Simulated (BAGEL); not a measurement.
**triplet C5H8O: levels of theory compared**

We compute a comparison of 3 runs (UHF/3-21G, ROHF/6-31G*, UHF/6-31G*) of triplet C5H8O. 

Program for the calculation: BAGEL 1.2.2.

2 further runs of the same task are left out: 2 set aside as unsound or not needed. Runs told in other sessions of the task aren't counted.

## (1) The molecule

C5H8O has 14 atoms, charge 0, and is taken as a triplet. SMILES of the parent species: `CC(=O)C1CC1`. The shape is that of a PBE0-D4/def2-TZVP optimisation. This is one conformer, not always the lowest. That shape belongs to the parent species and isn't relaxed for this state.

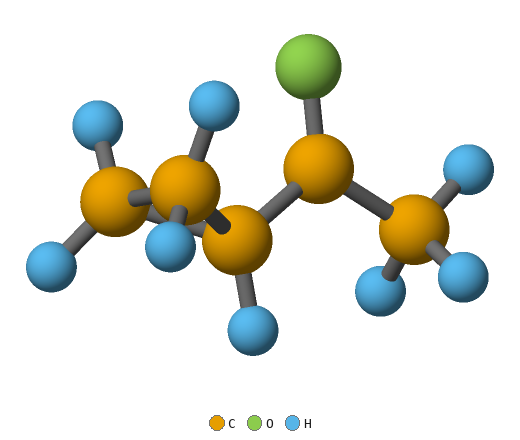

The structure, seen from a chosen angle (carbon amber, oxygen green, hydrogen blue).

## (2) The energy at UHF/3-21G (density fitting with cc-pvqz-jkfit) (run 1)

The input, input.json:

```json
{ "bagel": [

{
  "title": "molecule",
  "basis": "3-21g",
  "df_basis": "cc-pvqz-jkfit",
  "angstrom": true,
  "geometry": [
    { "atom": "C", "xyz": [       0.348090,      -0.218680,       2.121730 ] },
    { "atom": "C", "xyz": [      -0.044790,      -0.612660,       0.725410 ] },
    { "atom": "O", "xyz": [      -0.435710,      -1.726020,       0.458330 ] },
    { "atom": "C", "xyz": [       0.073060,       0.441780,      -0.312770 ] },
    { "atom": "C", "xyz": [       0.451760,      -0.003860,      -1.705710 ] },
    { "atom": "C", "xyz": [      -0.938930,       0.418870,      -1.434190 ] },
    { "atom": "H", "xyz": [       0.224220,      -1.060430,       2.800250 ] },
    { "atom": "H", "xyz": [      -0.263720,       0.624050,       2.457040 ] },
    { "atom": "H", "xyz": [       1.388110,       0.120650,       2.134190 ] },
    { "atom": "H", "xyz": [       0.431610,       1.409280,       0.017080 ] },
    { "atom": "H", "xyz": [       1.098600,       0.653830,      -2.271830 ] },
    { "atom": "H", "xyz": [       0.635580,      -1.064970,      -1.817890 ] },
    { "atom": "H", "xyz": [      -1.689640,      -0.358180,      -1.363860 ] },
    { "atom": "H", "xyz": [      -1.278270,       1.376320,      -1.807790 ] }
  ]
},

{
  "title": "uhf",
  "nopen": 2
},

{
  "title": "print",
  "file": "orbitals.molden",
  "orbitals": true
}

]}
```

Launch:

```console
BAGEL_NUM_THREADS=1 BAGEL input.json > input.out
```

Log:

```text
* using 1 threads per process

  ===============================================================
  ===============================================================

  *** Geometry ***

  { "atom" : "C", "xyz" : [      0.657795,     -0.413245,      4.009489 ] },
  { "atom" : "C", "xyz" : [     -0.084641,     -1.157760,      1.370826 ] },
  { "atom" : "O", "xyz" : [     -0.823373,     -3.261705,      0.866118 ] },
  { "atom" : "C", "xyz" : [      0.138063,      0.834843,     -0.591050 ] },
  { "atom" : "C", "xyz" : [      0.853703,     -0.007294,     -3.223325 ] },
  { "atom" : "C", "xyz" : [     -1.774321,      0.791550,     -2.710226 ] },
  { "atom" : "H", "xyz" : [      0.423714,     -2.003922,      5.291706 ] },
  { "atom" : "H", "xyz" : [     -0.498359,      1.179284,      4.643133 ] },
  { "atom" : "H", "xyz" : [      2.623148,      0.227995,      4.033035 ] },
  { "atom" : "H", "xyz" : [      0.815625,      2.663153,      0.032277 ] },
  { "atom" : "H", "xyz" : [      2.076053,      1.235560,     -4.293137 ] },
  { "atom" : "H", "xyz" : [      1.201072,     -2.012502,     -3.435314 ] },
  { "atom" : "H", "xyz" : [     -3.192957,     -0.676862,     -2.577322 ] },
  { "atom" : "H", "xyz" : [     -2.415580,      2.600868,     -3.416228 ] },

  Number of auxiliary basis functions:     1044

  Since a DF basis is specified, we compute 2- and 3-index integrals:
    o Being stored without compression. Storage requirement is 0.041 GB

  Number of basis functions:       70
  Number of electrons      :       46

    * METHOD: MOLECULE                             1.34

  *** Open-shell HF ***

  === Nuclear Repulsion ===
   231.5905956385

      * DIIS with orbital gradients will be used.

  === UHF iteration (3-21g) ===
      0       -266.95731445          0.03545904           0.41
      1       -267.09990628          0.02516723           0.41
      2       -267.15578670          0.01648631           0.41
      3       -267.19282907          0.00419464           0.42
      4       -267.20576135          0.00202039           0.41
      5       -267.20926591          0.00076544           0.41
      6       -267.20964934          0.00023052           0.41
      7       -267.20972419          0.00009219           0.41
      8       -267.20974143          0.00004779           0.41
      9       -267.20974796          0.00001806           0.43
     10       -267.20974887          0.00000801           0.42
     11       -267.20974907          0.00000415           0.41
     12       -267.20974913          0.00000254           0.41
     13       -267.20974915          0.00000161           0.41
     14       -267.20974916          0.00000069           0.41
     15       -267.20974916          0.00000030           0.41
     16       -267.20974916          0.00000017           0.41
     17       -267.20974916          0.00000010           0.41
     18       -267.20974916          0.00000005           0.41
     19       -267.20974916          0.00000002           0.41
     20       -267.20974916          0.00000002           0.40
     21       -267.20974916          0.00000001           0.41
     22       -267.20974916          0.00000001           0.41
    * SCF iteration converged.

    * S^2 (UHF) is 2.0142

    * Permanent dipole moment:
           (   -0.205262,    -0.571519,    -0.160433) a.u.

    * METHOD: UHF                                  9.86

    * METHOD: PRINT                                0.01

  ===============================================================
```

It took 12 s on 1 thread of Arm Neoverse V2, shared host; peak memory 0.19 GiB.

## (3) The energy at ROHF/6-31G(d) (density fitting with cc-pvqz-jkfit, spherical functions) (run 2)

The input, hf.json:

```json
{ "bagel": [

{
  "title": "molecule",
  "basis": "6-31gs.json",
  "df_basis": "cc-pvqz-jkfit",
  "angstrom": true,
  "geometry": [
    { "atom": "C", "xyz": [       0.348090,      -0.218680,       2.121730 ] },
    { "atom": "C", "xyz": [      -0.044790,      -0.612660,       0.725410 ] },
    { "atom": "O", "xyz": [      -0.435710,      -1.726020,       0.458330 ] },
    { "atom": "C", "xyz": [       0.073060,       0.441780,      -0.312770 ] },
    { "atom": "C", "xyz": [       0.451760,      -0.003860,      -1.705710 ] },
    { "atom": "C", "xyz": [      -0.938930,       0.418870,      -1.434190 ] },
    { "atom": "H", "xyz": [       0.224220,      -1.060430,       2.800250 ] },
    { "atom": "H", "xyz": [      -0.263720,       0.624050,       2.457040 ] },
    { "atom": "H", "xyz": [       1.388110,       0.120650,       2.134190 ] },
    { "atom": "H", "xyz": [       0.431610,       1.409280,       0.017080 ] },
    { "atom": "H", "xyz": [       1.098600,       0.653830,      -2.271830 ] },
    { "atom": "H", "xyz": [       0.635580,      -1.064970,      -1.817890 ] },
    { "atom": "H", "xyz": [      -1.689640,      -0.358180,      -1.363860 ] },
    { "atom": "H", "xyz": [      -1.278270,       1.376320,      -1.807790 ] }
  ]
},

{ "title": "rohf", "nopen": 2 },

{ "title": "print", "file": "orbitals.molden", "orbitals": true }

]}
```

The basis set 6-31G* is read from a file made from the Basis Set Exchange's data (not shown).

Launch:

```console
BAGEL_NUM_THREADS=1 BAGEL hf.json > hf.out
```

Log:

```text
* using 1 threads per process

  ===============================================================
  ===============================================================

  *** Geometry ***

  { "atom" : "C", "xyz" : [      0.657795,     -0.413245,      4.009489 ] },
  { "atom" : "C", "xyz" : [     -0.084641,     -1.157760,      1.370826 ] },
  { "atom" : "O", "xyz" : [     -0.823373,     -3.261705,      0.866118 ] },
  { "atom" : "C", "xyz" : [      0.138063,      0.834843,     -0.591050 ] },
  { "atom" : "C", "xyz" : [      0.853703,     -0.007294,     -3.223325 ] },
  { "atom" : "C", "xyz" : [     -1.774321,      0.791550,     -2.710226 ] },
  { "atom" : "H", "xyz" : [      0.423714,     -2.003922,      5.291706 ] },
  { "atom" : "H", "xyz" : [     -0.498359,      1.179284,      4.643133 ] },
  { "atom" : "H", "xyz" : [      2.623148,      0.227995,      4.033035 ] },
  { "atom" : "H", "xyz" : [      0.815625,      2.663153,      0.032277 ] },
  { "atom" : "H", "xyz" : [      2.076053,      1.235560,     -4.293137 ] },
  { "atom" : "H", "xyz" : [      1.201072,     -2.012502,     -3.435314 ] },
  { "atom" : "H", "xyz" : [     -3.192957,     -0.676862,     -2.577322 ] },
  { "atom" : "H", "xyz" : [     -2.415580,      2.600868,     -3.416228 ] },

  Number of auxiliary basis functions:     1044

  Since a DF basis is specified, we compute 2- and 3-index integrals:
    o Being stored without compression. Storage requirement is 0.084 GB

  Number of basis functions:      100
  Number of electrons      :       46

    * METHOD: MOLECULE                             1.51

  *** Open-shell HF ***

  === Nuclear Repulsion ===
   231.5905956385

      * DIIS with orbital gradients will be used.

  === ROHF iteration (6-31gs.json) ===
      0       -268.35562651          0.03199479           0.62
      1       -268.51147148          0.02587976           0.61
      2       -268.57124863          0.01971313           0.63
      3       -268.66779863          0.00442872           0.61
      4       -268.68311472          0.00292310           0.62
      5       -268.69466813          0.00165718           0.63
      6       -268.69886260          0.00049298           0.63
      7       -268.69985995          0.00017675           0.61
      8       -268.69994472          0.00006388           0.62
      9       -268.69994294          0.00002732           0.61
     10       -268.69995863          0.00001114           0.62
     11       -268.69995773          0.00000694           0.61
     12       -268.69995879          0.00000422           0.61
     13       -268.69995943          0.00000215           0.65
     14       -268.69995974          0.00000091           0.61
     15       -268.69995981          0.00000033           0.61
     16       -268.69995972          0.00000013           0.62
     17       -268.69995968          0.00000006           0.62
     18       -268.69995966          0.00000002           0.61
     19       -268.69995966          0.00000002           0.62
     20       -268.69995966          0.00000001           0.62
     21       -268.69995966          0.00000001           0.64
    * SCF iteration converged.

    * S^2 (ROHF) is 2.0000

    * Permanent dipole moment:
           (   -0.177813,    -0.499462,    -0.132292) a.u.

    * METHOD: ROHF                                14.22

    * METHOD: PRINT                                0.02

  ===============================================================
```

Wall time 16 s (1 thread of Arm Neoverse V2, shared host); peak memory 0.28 GiB.

## (4) The energy at UHF/6-31G(d) (density fitting with cc-pvqz-jkfit, spherical functions) (run 3)

The input, hf.json:

```json
{ "bagel" : [

{
  "title" : "molecule",
  "basis" : "6-31gs.json",
  "df_basis" : "cc-pvqz-jkfit",
  "angstrom" : "true",
  "geometry" : [
    { "atom" : "C", "xyz" : [       0.348090,      -0.218680,       2.121730 ] },
    { "atom" : "C", "xyz" : [      -0.044790,      -0.612660,       0.725410 ] },
    { "atom" : "O", "xyz" : [      -0.435710,      -1.726020,       0.458330 ] },
    { "atom" : "C", "xyz" : [       0.073060,       0.441780,      -0.312770 ] },
    { "atom" : "C", "xyz" : [       0.451760,      -0.003860,      -1.705710 ] },
    { "atom" : "C", "xyz" : [      -0.938930,       0.418870,      -1.434190 ] },
    { "atom" : "H", "xyz" : [       0.224220,      -1.060430,       2.800250 ] },
    { "atom" : "H", "xyz" : [      -0.263720,       0.624050,       2.457040 ] },
    { "atom" : "H", "xyz" : [       1.388110,       0.120650,       2.134190 ] },
    { "atom" : "H", "xyz" : [       0.431610,       1.409280,       0.017080 ] },
    { "atom" : "H", "xyz" : [       1.098600,       0.653830,      -2.271830 ] },
    { "atom" : "H", "xyz" : [       0.635580,      -1.064970,      -1.817890 ] },
    { "atom" : "H", "xyz" : [      -1.689640,      -0.358180,      -1.363860 ] },
    { "atom" : "H", "xyz" : [      -1.278270,       1.376320,      -1.807790 ] }
  ]
},

{
  "title" : "uhf",
  "nopen" : 2
},

{
  "title" : "print",
  "file" : "orbitals.molden",
  "orbitals" : "true"
}

]}
```

The basis set 6-31G* is read from a file made from the Basis Set Exchange's data (not shown).

Launch:

```console
BAGEL_NUM_THREADS=1 BAGEL hf.json > hf.out
```

Log:

```text
* using 1 threads per process

  ===============================================================
  ===============================================================

  *** Geometry ***

  { "atom" : "C", "xyz" : [      0.657795,     -0.413245,      4.009489 ] },
  { "atom" : "C", "xyz" : [     -0.084641,     -1.157760,      1.370826 ] },
  { "atom" : "O", "xyz" : [     -0.823373,     -3.261705,      0.866118 ] },
  { "atom" : "C", "xyz" : [      0.138063,      0.834843,     -0.591050 ] },
  { "atom" : "C", "xyz" : [      0.853703,     -0.007294,     -3.223325 ] },
  { "atom" : "C", "xyz" : [     -1.774321,      0.791550,     -2.710226 ] },
  { "atom" : "H", "xyz" : [      0.423714,     -2.003922,      5.291706 ] },
  { "atom" : "H", "xyz" : [     -0.498359,      1.179284,      4.643133 ] },
  { "atom" : "H", "xyz" : [      2.623148,      0.227995,      4.033035 ] },
  { "atom" : "H", "xyz" : [      0.815625,      2.663153,      0.032277 ] },
  { "atom" : "H", "xyz" : [      2.076053,      1.235560,     -4.293137 ] },
  { "atom" : "H", "xyz" : [      1.201072,     -2.012502,     -3.435314 ] },
  { "atom" : "H", "xyz" : [     -3.192957,     -0.676862,     -2.577322 ] },
  { "atom" : "H", "xyz" : [     -2.415580,      2.600868,     -3.416228 ] },

  Number of auxiliary basis functions:     1044

  Since a DF basis is specified, we compute 2- and 3-index integrals:
    o Being stored without compression. Storage requirement is 0.084 GB

  Number of basis functions:      100
  Number of electrons      :       46

    * METHOD: MOLECULE                             1.51

  *** Open-shell HF ***

  === Nuclear Repulsion ===
   231.5905956385

      * DIIS with orbital gradients will be used.

  === UHF iteration (6-31gs.json) ===
      0       -268.35562651          0.03199479           0.63
      1       -268.52504386          0.02524255           0.60
      2       -268.59562502          0.01828180           0.63
      3       -268.67896046          0.00395955           0.61
      4       -268.69458013          0.00269594           0.61
      5       -268.70563171          0.00141900           0.61
      6       -268.70892134          0.00045508           0.61
      7       -268.70914771          0.00018045           0.62
      8       -268.70919700          0.00007713           0.63
      9       -268.70921334          0.00004208           0.60
     10       -268.70921834          0.00001678           0.61
     11       -268.70922009          0.00000731           0.61
     12       -268.70922035          0.00000400           0.61
     13       -268.70922039          0.00000243           0.60
     14       -268.70922041          0.00000143           0.61
     15       -268.70922042          0.00000078           0.64
     16       -268.70922042          0.00000034           0.61
     17       -268.70922042          0.00000016           0.62
     18       -268.70922042          0.00000010           0.61
     19       -268.70922042          0.00000007           0.61
     20       -268.70922042          0.00000003           0.61
     21       -268.70922042          0.00000002           0.61
     22       -268.70922042          0.00000001           0.61
     23       -268.70922042          0.00000001           0.61
    * SCF iteration converged.

    * S^2 (UHF) is 2.0187

    * Permanent dipole moment:
           (   -0.178841,    -0.501572,    -0.134260) a.u.

    * METHOD: UHF                                 15.29

    * METHOD: PRINT                                0.02

  ===============================================================
```

It took 17 s on 1 thread of Arm Neoverse V2, shared host; peak memory 0.28 GiB.

## (5) Overview of the runs

| run | level | energy (Eh) | dipole moment (D) | ⟨S²⟩ | wall time |
| --- | --- | --- | --- | --- | --- |
| 1 | UHF/3-21G (density fitting with cc-pvqz-jkfit) | -267.209749 | 1.60 | 2.014 | 12 s |
| 2 | ROHF/6-31G* (density fitting with cc-pvqz-jkfit, spherical functions) | -268.699960 | 1.39 | 2.000 | 16 s |
| 3 | UHF/6-31G* (density fitting with cc-pvqz-jkfit, spherical functions) | -268.709220 | 1.40 | 2.019 | 17 s |

## (6) Outcome

| quantity | value |
| --- | --- |
| run 3: total energy | -268.70922 Eh |
| run 3: dipole moment | 1.40 D |
| run 3: ⟨S²⟩ | 2.019 |

What this shows: The dipole moment (its size) runs from 1.39 D (ROHF/6-31G*) to 1.60 D (UHF/3-21G). The two ends differ in method and basis. All runs together took 45 s, the longest 17 s.
